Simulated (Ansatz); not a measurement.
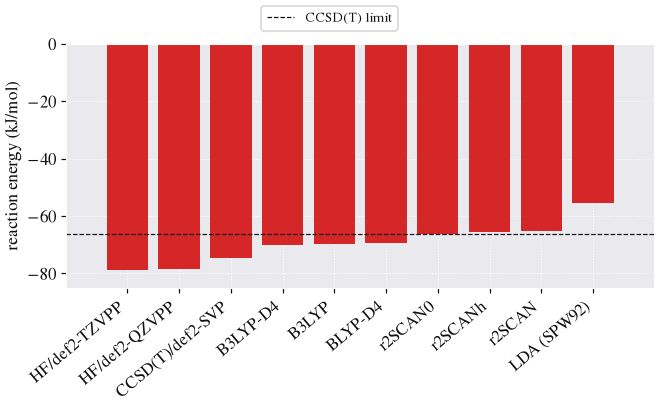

Electronic reaction energy of CH₄BBr (BCBr) + GaH₂SCl ([SH][GaH][Cl]) → GaBH₃SCl (B[S][GaH][Cl]) + CH₃Br (CBr) (SMILES in brackets) at several levels (functionals in def2-TZVPP unless a basis is named), isolated molecules at PBE0-D4 triple-zeta geometries, minima by their frequencies, no zero-point or thermal terms, the Ansatz code. The line is frozen-core CCSD(T) at the basis limit (MP2 extrapolated from triple and quadruple zeta, plus CCSD(T) less MP2 in a smaller set). No dispersion term is added to B3LYP, r2SCAN0, r2SCANh and r2SCAN. The distance of CCSD(T)/def2-SVP to the limit includes basis error.

What range do the values span, the line included?

Answer. From −78.8 kJ/mol (HF/def2-TZVPP) to −55.5 kJ/mol (LDA (SPW92)).

What do zero-point energy and temperature add?

Answer. Zero-point change 4.9 kJ/mol; at 298.15 K and 1 bar the CCSD(T) limit plus thermal terms gives an enthalpy of reaction of −59.8 and a free energy of −59.4 kJ/mol (harmonic PBE0-D4 modes, ideal gas).

Caveats: no scalar relativity up to krypton; outer-core shells are correlated without core-valence functions, which makes the correlated values less sure; one conformer of each flexible molecule.
